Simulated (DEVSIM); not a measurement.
Structure: Mo/Al2O3/p-Ge capacitor, at 250 K.

```csv
layer (left to right),material,thickness (nm),Na (cm⁻³)
1,Al2O3,6.00,-
2,Ge,830,1e18
```

Metal gate on the left, work function 4.6 eV. Fixed charge at the semiconductor interface 0 cm⁻² (in units of +e); no interface traps.

Constants are typed, rounded textbook-type inputs, not results; the design itself was drawn at random and stands for no fabricated device. Values at 300 K; Nc and Nv go as T^1.5, mobilities as T to minus their exponent, the gap by Varshni's rule with the affinity fixed.

```tsv
parameter	Al2O3	Ge
gap (eV)	6.8	0.664
affinity (eV)	1.35	4
permittivity	9	16
Nc (cm⁻³)	-	1.04e19
Nv (cm⁻³)	-	6e18
Varshni α (eV/K)	-	0.000477
Varshni β (K)	-	235
```

Simulated with DEVSIM: 1D Poisson equation in equilibrium, Boltzmann statistics, complete ionisation; no quantum confinement or tunnelling. Metal contacts follow the ideal Schottky-Mott rule: no Fermi-level pinning, no interface dipoles.

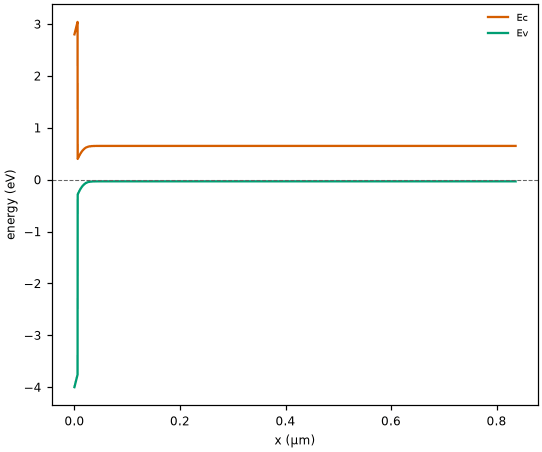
Figure: Band edges at 0.45 V on the gate

Energies count from the Fermi level of the right contact; mesh points crowd at the junctions.

| x (μm) | Ec (eV) | Ev (eV) | n (cm⁻³) | p (cm⁻³) | field (V/cm) |
|---|---|---|---|---|---|
| 0.000 | 2.800 | -4.000 | < 1e2 | < 1e2 | 410000 |
| 0.0009196 | 2.838 | -3.962 | < 1e2 | < 1e2 | 410000 |
| 0.002276 | 2.893 | -3.907 | < 1e2 | < 1e2 | 410000 |
| 0.003995 | 2.963 | -3.837 | < 1e2 | < 1e2 | 410000 |
| 0.005621 | 3.030 | -3.770 | < 1e2 | < 1e2 | 410000 |
| 0.006468 | 0.406 | -0.277 | 5.2e10 | 1.2e13 | 220000 |
| 0.007938 | 0.437 | -0.245 | 1.2e10 | 5.2e13 | 210000 |
| 0.01230 | 0.517 | -0.165 | 2.9e8 | 2.1e15 | 160000 |
| 0.01903 | 0.599 | -0.084 | 6700000 | 9.3e16 | 85000 |
| 0.03182 | 0.646 | -0.037 | 750000 | 8.3e17 | 8800 |
| 0.05613 | 0.650 | -0.033 | 620000 | 1.0e18 | 37 |
| 0.1284 | 0.650 | -0.033 | 620000 | 1.0e18 | ≈ 0 |
| 0.2396 | 0.650 | -0.033 | 620000 | 1.0e18 | ≈ 0 |
| 0.4482 | 0.650 | -0.033 | 620000 | 1.0e18 | ≈ 0 |
| 0.6701 | 0.650 | -0.033 | 620000 | 1.0e18 | ≈ 0 |
| 0.7493 | 0.650 | -0.033 | 620000 | 1.0e18 | ≈ 0 |
| 0.7925 | 0.650 | -0.033 | 620000 | 1.0e18 | ≈ 0 |
| 0.8136 | 0.650 | -0.033 | 620000 | 1.0e18 | ≈ 0 |
| 0.8271 | 0.650 | -0.033 | 620000 | 1.0e18 | ≈ 0 |
| 0.8318 | 0.650 | -0.033 | 620000 | 1.0e18 | ≈ 0 |
| 0.8344 | 0.650 | -0.033 | 620000 | 1.0e18 | ≈ 0 |
| 0.8360 | 0.650 | -0.033 | 620000 | 1.0e18 | ≈ 0 |
